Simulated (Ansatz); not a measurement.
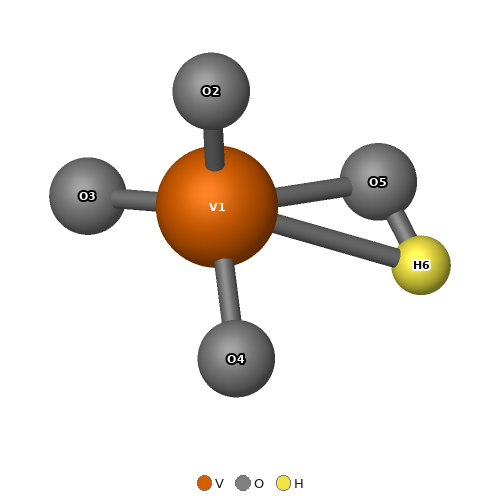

The system is [VO3(OH)]2- (HO₄V), charge −2; the picture shows the reference structure. Coordinates scanned: (1) bond length V1–O4; (2) bond length V1–O5. Nothing is relaxed (all other coordinates rigid). The scan uses a 7 × 7 grid. Points are written as (first, second). Energies are in eV, from the lowest grid point. The reference is spin-restricted, which grows unreliable where a bond is stretched far. The calculation used Ansatz 0.2.0, RKS PBE0-D4/def2-SVPD.

Its coordinates:

```json
{"atom": "V", "x (Å)": "0.2787", "y (Å)": "0.2791", "z (Å)": "0.2598"}
{"atom": "O", "x (Å)": "0.0642", "y (Å)": "0.2679", "z (Å)": "1.9084"}
{"atom": "O", "x (Å)": "1.8891", "y (Å)": "0.3589", "z (Å)": "-0.1456"}
{"atom": "O", "x (Å)": "-0.6280", "y (Å)": "1.4610", "z (Å)": "-0.4935"}
{"atom": "O", "x (Å)": "-0.4657", "y (Å)": "-1.3665", "z (Å)": "-0.4740"}
{"atom": "H", "x (Å)": "-1.1383", "y (Å)": "-1.0004", "z (Å)": "-1.0551"}
```

Range: bond length V1–O4 from 1.369 to 2.504 Å; bond length V1–O5 from 1.599 to 2.924 Å.

Question: What landscape does the calculation give?

Answer: The lowest grid point is at (1.747 Å, 2.041 Å). The bottom of the well lies between grid points, at about (1.666 Å, 1.945 Å), about 0.15 eV lower on the interpolated surface. No other kind of well shows on this grid. The highest grid point, (2.504 Å, 2.924 Å), lies 5.12 eV above the lowest. Round the minimum the two coordinates are weakly coupled (coupling 0.09 in units of the two stiffnesses).

```csv
"bond length V1–O5 ↓, bond length V1–O4 →",1.369,1.558,1.747,1.936,2.126,2.315,2.504
2.924,3.60,1.33,1.36,2.21,3.27,4.26,5.12
2.703,3.36,1.07,1.07,1.90,2.93,3.91,4.75
2.482,3.07,0.75,0.71,1.51,2.52,3.48,4.30
2.261,2.77,0.40,0.32,1.09,2.06,2.99,3.80
2.041,2.59,0.14,0.00,0.72,1.65,2.55,3.34
1.820,2.84,0.28,0.05,0.69,1.57,2.42,3.17
1.599,4.43,1.67,1.29,1.81,2.61,3.40,4.10
```

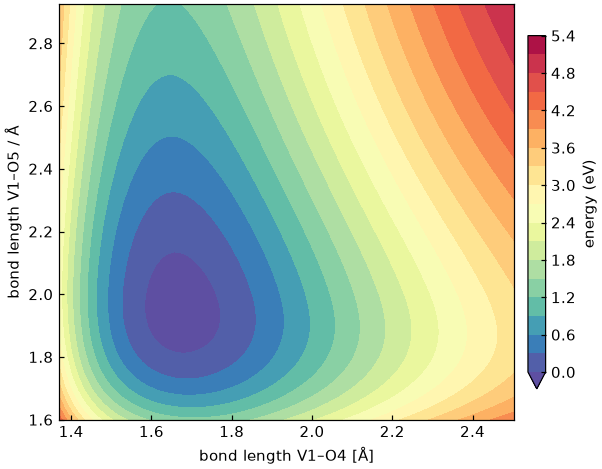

Drawn: filled contours. Between grid points the surface is interpolated.

Each point was launched as `ansatz run input.yaml --threads 1 --pin off --max-ram 2560MiB --backend cpu --events-out ev --progress --plain --runs-dir out`. Time for the 49 points that were run: 12 min on 1 thread of Arm Neoverse V1, on a shared host.
